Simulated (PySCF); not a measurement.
C6H7B, SMILES `B1C=CC=CC=C1`.

Method: LDA (SVWN)/6-31+G*; geometry: GFN2-xTB; program: PySCF. No frequency check shows the geometry to be a minimum.

The calculation's input:

```python
import numpy as np
from pyscf import gto, scf, dft
from pyscf.scf import atom_ks, atom_hf
from scipy.linalg import block_diag

def solve(mol, dm0=None, hcore=None):
    mf = (dft.UKS if mol.spin else dft.RKS)(mol, xc='svwn')
    mf.grids.level = 3
    mf = mf.density_fit(auxbasis='def2-universal-jkfit')
    mf.conv_tol, mf.max_cycle = 1e-8, 80
    if hcore is not None:
        mf.get_hcore = lambda *args: hcore
    mf.kernel(dm0)
    if not mf.converged:
        mf = mf.newton().run(mf.mo_coeff, mf.mo_occ, max_cycle=30)
    assert mf.converged, 'SCF not converged'
    return mf

mol = gto.M(atom='''
B      0.00047    -1.73203     0.00000
C     -1.34203    -1.00822     0.00000
C     -1.59901     0.33040     0.00000
C     -0.68312     1.40654     0.00000
C      0.68246     1.40685     0.00000
C      1.59884     0.33111     0.00000
C      1.34245    -1.00762     0.00000
H      0.00081    -2.90858     0.00000
H     -2.23511    -1.62792     0.00000
H     -2.63954     0.64627     0.00000
H     -1.14698     2.38753     0.00000
H      1.14589     2.38805     0.00000
H      2.63923     0.64745     0.00000
H      2.23581    -1.62693     0.00000
''', basis='6-31+g*', charge=0, spin=0, verbose=4)
mf = solve(mol)
out = dict(e0=mf.e_tot, dm0=mf.make_rdm1(), c=mf.mo_coeff, occ=mf.mo_occ, eps=mf.mo_energy)
for name, dq, spin in [('cation', 1, 1), ('anion', -1, 1)]:
    ion = mol.copy().set(charge=mol.charge + dq, spin=spin).build()
    mi = solve(ion)
    if spin and dq > 0 and mol.nao < 130:
        c, _, stable, _ = mi.stability(return_status=True)
        if not stable:
            mi = solve(ion, mi.make_rdm1(c, mi.mo_occ))
    print(name, 'vertical energy change / eV', (mi.e_tot - mf.e_tot) * 27.211386)
    out.update({'e_' + name: mi.e_tot, 'dm_' + name: mi.make_rdm1(), 's2_' + name: mi.spin_square()[0], 'eps_' + name: mi.mo_energy, 'occ_' + name: mi.mo_occ})
# spherically averaged free atoms, for the promolecule
atm = atom_ks.get_atm_nrks(mol, xc='svwn')
pro = block_diag(*[(atm[a[0]][2] * atm[a[0]][3]) @ atm[a[0]][2].T for a in mol._atom])
np.savez('result.npz', pro=pro, **out)
```

Command:

```sh
OMP_NUM_THREADS=1 python input.py
```

The run took 49 s on 1 thread of Intel(R) Xeon(R) 6975P-C (Granite Rapids), with other jobs on the host, peak memory 0.3 GiB.

Partitions, critical points and surface values were worked out afterwards from this run's density.

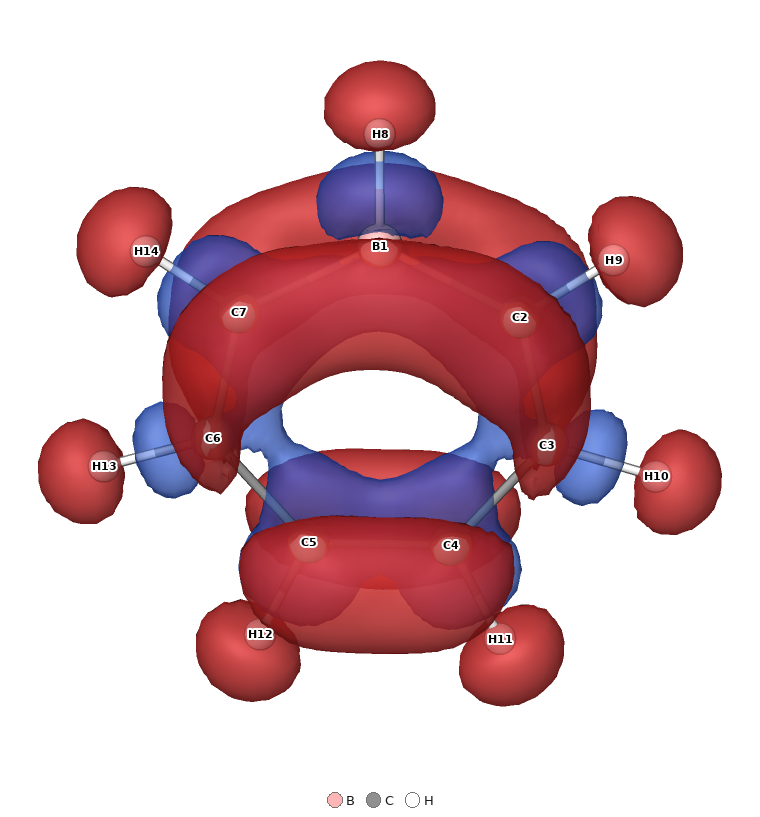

Fukui function f⁻ = ρ(N) − ρ(N−1) at fixed geometry, surfaces at ±0.015 e/Å³ (red positive, blue negative).

Question: Which atoms respond most to the removal of an electron?

Answer: f⁻ (Hirshfeld-condensed) is largest on B1 (0.13), C2 and C7 (0.11 each) and C4 and C5 (0.10 each); the vertical ionisation energy is 9.21 eV (the stability of the cation's solution wasn't checked). Condensed values hint at sites of electrophilic attack but needn't mark the atom that reacts. Shares this close don't rank the sites. Orbital relaxation makes it negative in places (0.19 e in all).

| atom | f⁻ | charge |
| --- | --- | --- |
| B1 | +0.13 | +0.04 |
| C2 | +0.11 | −0.09 |
| C3 | +0.06 | −0.03 |
| C4 | +0.10 | −0.03 |
| C5 | +0.10 | −0.03 |
| C6 | +0.06 | −0.03 |
| C7 | +0.11 | −0.09 |
| H8 | +0.05 | −0.07 |
| H9 | +0.05 | +0.05 |
| H10 | +0.04 | +0.05 |
| H11 | +0.05 | +0.06 |
| H12 | +0.05 | +0.06 |
| H13 | +0.04 | +0.05 |
| H14 | +0.05 | +0.05 |
